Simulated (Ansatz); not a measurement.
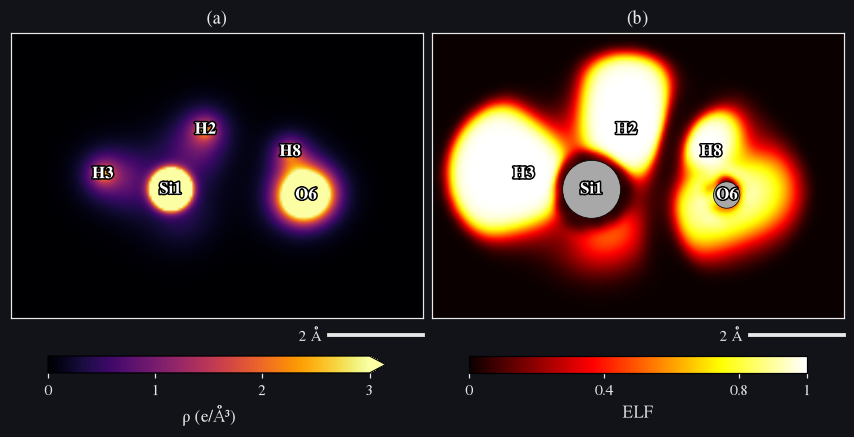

*SiH4···H2O. (a) total electron density; (b) electron localisation function on the plane of atoms H2, Si1 and H3. Grey discs cover the atomic cores in the ELF map.*

Not at a stationary point (largest force 1.0 eV/Å).

All numbers below come from RKS r2SCANh-D4/6-31G* (Ansatz 0.2.0).

```
atom    x (Å)    y (Å)    z (Å)
  Si   0.2878   0.0522  -0.1177
   H   0.1263  -0.0533   1.3410
   H   1.7484  -0.0072  -0.4049
   H  -0.2449   1.3381  -0.6165
   H  -0.3548  -1.1093  -0.7797
   O  -2.3992   0.0510   0.9286
   H  -2.7061  -0.8526   0.7801
   H  -1.7197  -0.0487   1.6331
```

Q: Read the bonding off the picture.

A:
- The section cuts through Si, H and O sites.
- H2···H8 (1.87 Å): the density falls to about 0.11 e/Å³ on the way; the ELF dips to about 0.05 between them.
- O–H (0.98 Å): ρ at the midpoint is about 3.5 e/Å³; the ELF climbs to about 1 towards the hydrogen, as it does in any bond to H (a covalent bond by its length).
- Si–H (1.47 Å): the density is about 0.78 e/Å³ at the midpoint; the ELF climbs to about 1 towards the hydrogen.
- The ELF also peaks beside O6, away from the bonds: lone-pair regions.
